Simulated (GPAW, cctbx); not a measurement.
## Bonding in Ir5W as X-rays see it

Question: by how much does bonding change the X-ray structure factors of Ir5W, how firmly does DFT give the change, and what does a routine refinement make of it?

The start was made by putting kin elements into a known structure type; the compound need not exist, or be stable, in this form. All numbers below are calculated.

**1. Find the equilibrium geometry**

The density hangs on the geometry, so cell and atoms are relaxed first, with the symmetry held. The cutoff is set higher than for the density because stress converges slowly with plane waves.

Settings: GPAW 26.7.0, PBE, 570 eV, 5×5×5 k-points, Fermi–Dirac width 0.1 eV, BFGS to 0.03 eV/Å.

```text
cell
1.0
     0.000000000    0.000000000    4.144000000
     5.015000000    0.000000000    0.000000000
    -2.507500000    4.343117400    0.000000000
Ir W
5 1
Direct
0.500000000 0.000000000 0.500000000
0.500000000 0.500000000 0.500000000
0.500000000 0.500000000 0.000000000
0.000000000 0.666666667 0.333333333
0.000000000 0.333333333 0.666666667
0.000000000 0.000000000 0.000000000
```

```console
$ OMP_NUM_THREADS=1 mpirun -n 4 gpaw python run.py > gpaw.log
```

```text
BFGS:    0      -54.054503        4.578318
BFGS:    1      -54.413262        3.534570
BFGS:    2      -54.868161        1.423175
BFGS:    3      -54.941159        0.439554
...
BFGS:    6      -54.973147        0.170693
BFGS:    7      -54.975162        0.064964
BFGS:    8      -54.975224        0.010471
cell  4.4092 5.0634 5.0634  120.00 90.00 90.00
volume 97.899 A^3, largest force 0.000 eV/A, largest stress 0.10 GPa
```

After 8 steps the volume has changed by +8.5 % and the energy by -0.921 eV; the largest stress left is 0.10 GPa. It took 2.7 min on 4 cores of Arm Neoverse V1 (shared host), peak memory 1 GiB.

Relaxed structure: P6/mmm (no. 191), a = 5.0634 Å, b = 5.0634 Å, c = 4.4092 Å, α = 90.00°, β = 90.00°, γ = 120.00°.

```csv
atom,mult.,x,y,z
Ir1,3,0,1/2,1/2
Ir2,2,2/3,1/3,0
W1,1,0,0,0
```

**2. The all-electron density**

X-rays see the whole electron density, so the PAW density is rebuilt with its core regions. Subtracting spherical free atoms from the same code cancels the cores and leaves the deformation density Δρ, the part due to bonding.

Settings: PBE, 450 eV, 5×5×5 k-points, Fermi–Dirac width 0.1 eV; primitive cell of 6 atoms.

```console
$ OMP_NUM_THREADS=1 mpirun -n 4 gpaw python run.py > gpaw.log
```

```text
|iter:   1|       0s |  -56.899177 | +0.22 |       |
|iter:   2|       1s |  -55.700807 | -1.60 | -1.27 |
|iter:   3|       2s |  -54.812514 | -1.77 | -1.38 |
...
|iter:  12|      12s |  -54.762543c| -6.62 | -4.50c|
|iter:  13|      13s |  -54.762534c| -7.34 | -4.98c|
|iter:  14|      13s |  -54.762533c| -7.77c| -5.69c|
```

```text
grid (48, 50, 50)  electrons 459.000  moved by bonding 1.257 e
deformation density beyond 0.5 A of the nuclei: max 0.191, min -0.138 e/A^3
atom        x       y       z   Voronoi charge  moment
Ir1    0.5000  0.0000  0.5000     -0.057       0.00
Ir2    0.5000  0.5000  0.5000     -0.057       0.00
Ir3    0.5000  0.5000  0.0000     -0.057       0.00
Ir4    0.0000  0.6667  0.3333     -0.091       0.00
Ir5    0.0000  0.3333  0.6667     -0.091       0.00
W 6    0.0000  0.0000  0.0000      0.353       0.00
mean inner potential of superposed free atoms 34.186 V
total magnetic moment 0.000 muB
```

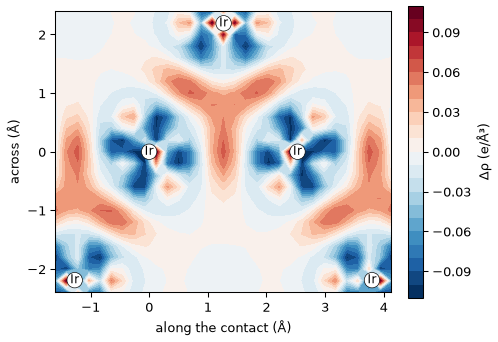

Deformation density in a plane through the shortest contact of the Ir atom at the origin; red gains electrons, blue loses them.

Ir gains most (-0.07 e) and W loses most (+0.35 e), in averages over each element's sites, which isn't the order of electronegativity: valence and coordination count too, and Voronoi cells cut space at the midplane whatever the atoms' sizes. Along the shortest contact from the Ir atom at the map's origin, Ir–Ir at 2.53 Å, Δρ is +0.07 e/Å³ at the midpoint: a modest build-up. At the midpoints of other shortest contacts it is +0.06 (Ir–W, 2.92 Å) e/Å³. Point values carry grid noise of about 0.01 e/Å³. The run needed 14 iterations, 22 s.

**3. From the density to structure factors**

The Fourier components of Δρ, added to those of the free atoms, give the static X-ray structure factors; the Mott–Bethe relation turns them into the Fourier components V of the potential that fast electrons feel.

```text
static structure factors of the conventional cell: F in electrons, V (Mott-Bethe) in volts
   h  k  l      d  |F| table  |F| free   |F| DFT   change   |V| free  |V| DFT  change %
   0  0  1  4.4092     3.051     3.087     3.165    0.077     0.080    0.150     88.3
   1  0  0  4.3850    74.909    74.954    75.238    0.284     4.543    4.287     -5.6
   1  0  1  3.1092    65.344    65.311    65.191   -0.120     3.933    3.987      1.4
   1  1  0  2.5317   128.055   127.924   127.603   -0.321     6.925    7.021      1.4
   0  0  2  2.2046   376.229   375.739   375.616   -0.123    18.946   18.974      0.1
   1  1  1  2.1955   249.695   249.360   249.013   -0.348    12.557   12.635      0.6
   2  0  0  2.1925   186.569   186.314   185.916   -0.398     9.382    9.472      1.0
   1  0  2  1.9697    63.474    63.437    63.255   -0.182     3.009    3.042      1.1
   2  0  1  1.9632   185.472   185.280   185.134   -0.146     8.791    8.818      0.3
   1  1  2  1.6626   113.247   113.063   113.027   -0.037     4.910    4.914      0.1
   2  1  0  1.6574    59.842    59.836    59.711   -0.126     2.593    2.609      0.6
   2  0  2  1.5546   166.706   166.487   166.449   -0.038     6.960    6.965      0.1
   2  1  1  1.5514    54.096    53.989    54.020    0.030     2.255    2.252     -0.2
   0  0  3  1.4697     2.116     2.158     1.885   -0.273     0.085    0.113     32.4
```

The largest X-ray change is -0.40 e on 200, 0.2 % of |F|. For electrons V goes as (Z − F)/g², so a change of F counts against Z − F, which is small at low angle and wherever the atoms' terms cancel: |V| of 100 moves by -5.6 % (4.54 to 4.29 V) against +0.4 % in |F|. The last three rows still change by up to 0.27 e; the table stops while the angles are still low. The tabulated Hartree–Fock atoms differ from the free DFT atoms by up to 0.49 e, so the choice of reference atom matters too.

**4. The functional ladder**

The same geometry is run with other functionals, to see whether the bonding signal is larger than the spread between approximations. Free atoms are LDA for LDA and PBE otherwise. Any other changed setting is in the row's label.

| run | ΔF 200 (e) | ΔF 111 (e) | ΔF 110 (e) | q(Ir) (e) | moved (e) | time |
| --- | --- | --- | --- | --- | --- | --- |
| PBE | -0.398 | -0.348 | -0.321 | -0.071 | 1.257 | 22 s |
| LDA | -0.395 | -0.349 | -0.307 | -0.069 | 1.216 | 22 s |
| RPBE | -0.392 | -0.336 | -0.323 | -0.072 | 1.265 | 24 s |

At the base's settings ΔF(200) spans -0.398 to -0.392 e, a spread of 2 % of the PBE value; over the three listed reflections the spread is at most 5 %, so sign and size hold across the functionals. Times are from shared hosts.

**5. What a spherical-atom refinement makes of it**

Routine crystallography fits spherical atoms. To see the bias, intensities are simulated from tabulated atoms plus the DFT change ΔF, so that bonding alone can misfit (3310 reflections of the full sphere, merged to the counts below, to 0.5 Å, 0.5 % proportional noise plus counting noise, assumed isotropic U as listed, Δρ smeared by the mean U) and refined with cctbx over different ranges.

| range | data | R1 | GooF | U Ir1 (true 0.0068) | U Ir2 (true 0.0068) | U W1 (true 0.0069) | largest shift (Å) | Δρ max, min (e/Å³) |
| --- | --- | --- | --- | --- | --- | --- | --- | --- |
| all data | 204 | 0.0027 | 0.92 | 0.0068 | 0.0068 | 0.0069 | 0.0000 | 0.76, -0.61 |
| low resolution, d > 0.84 | 52 | 0.0020 | 0.83 | 0.0067 | 0.0068 | 0.0069 | 0.0000 | 0.21, -0.21 |
| high order, d < 0.75 | 134 | 0.0033 | 0.93 | 0.0068 | 0.0068 | 0.0069 | 0.0000 | 0.76, -0.67 |
| occupancies free, d > 0.7 | 85 | 0.0022 | 0.91 | 0.0068 | 0.0068 | 0.0068 | 0.0000 | 0.27, -0.27 |

With all data GooF is 0.92, so at this noise the bonding hardly shows; the top residual peak lies 2.20 Å from W and 2.20 Å from W. No U is off by more than 3 s.u. at low resolution. Symmetry fixes every coordinate, so the shifts are zero by construction. With Ir1 held at 1 and the scale free, the other occupancies refine to Ir2 1.000(0.001) and W1 0.999(0.001), within three s.u. of full.

**6. Answer**

Bonding moves 1.26 e in the primitive cell of Ir5W and changes the structure factors of the conventional cell in the table above by at most 0.40 e (200, 0.2 %), and among reflections above 2 % of the strongest by up to 0.4 % (100). The shortest bond, Ir–Ir, has Δρ = +0.07 e/Å³ at its midpoint. At the base's settings ΔF(200) spans -0.398 to -0.392 e, a spread of 2 % of the PBE value; over the three listed reflections the spread is at most 5 %, so sign and size hold across the functionals. With all data GooF is 0.92, so at this noise the bonding hardly shows. Limits: static density, frozen cores, no spin–orbit coupling.

[Outputs are excerpts: Python notices, other lines and further rows are left out; steps that failed or that the build refused (PBEsol, TPSS) are not shown.]

[Logs are printed without paths, hosts, clocks, repeated set-up lines and the standing remarks that a program may print on its own settings, such as how far it seeks lower states.]
